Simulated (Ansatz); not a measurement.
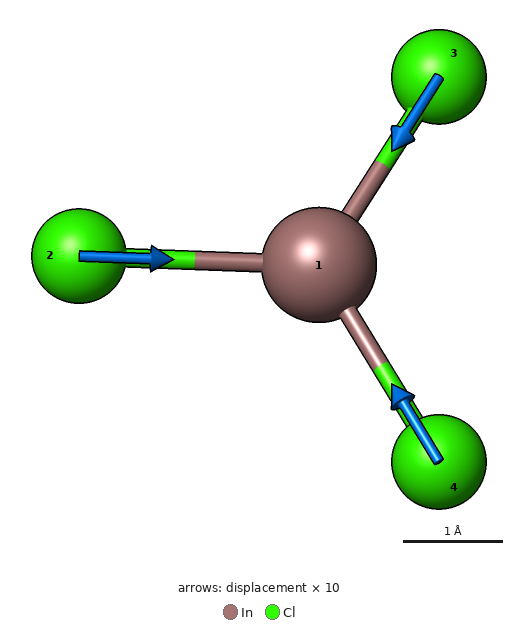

This is a relaxation of InCl$_{3}$. The starting structure is drawn; blue arrows show the displacements, 10 times their true length. The two geometries are superimposed by the best rigid fit.

The picture is a ball-and-stick view, seen at a tilt.

The run prepares the start of a later molecular dynamics calculation, from a guessed geometry.

Theory: RKS PBE/def2-SVP (Ansatz).

Input file:
```yaml
crystal:
  periodic: [false, false, false]
  atoms:
    - { symbol: In, position_ang: [0.0, 0.0, 0.0] }
    - { symbol: Cl, position_ang: [0.0, 0.0, 2.44] }
    - { symbol: Cl, position_ang: [2.113, 0.0, -1.22] }
    - { symbol: Cl, position_ang: [-2.113, 0.0, -1.22] }
basis:
  gaussian: { orbitals: def2-SVP }
hamiltonian:
  xc: pbe
relax:
  f_tol: 0.02
  max_steps: 40
```

Run as
```bash
ansatz run input.yaml --threads 1 --pin off --max-ram 2048MiB --backend cpu --events-out ev --progress --plain --runs-dir out
```

### Which element moves most?

Chlorine: up to 0.098 Å, against 0.000 Å for indium.

### What did the optimiser do to the structure, and how much energy did it gain?

The largest moves after the best rigid fit, 0.098 Å, are those of Cl2, Cl3 and Cl4. In stays in place. Some distances before and after: In1–Cl2 2.440 → 2.342 Å. After 2 geometry steps the energy has fallen by 0.168 eV. Largest force component: 1.1 eV/Å at the start, 0.016 eV/Å at the end.
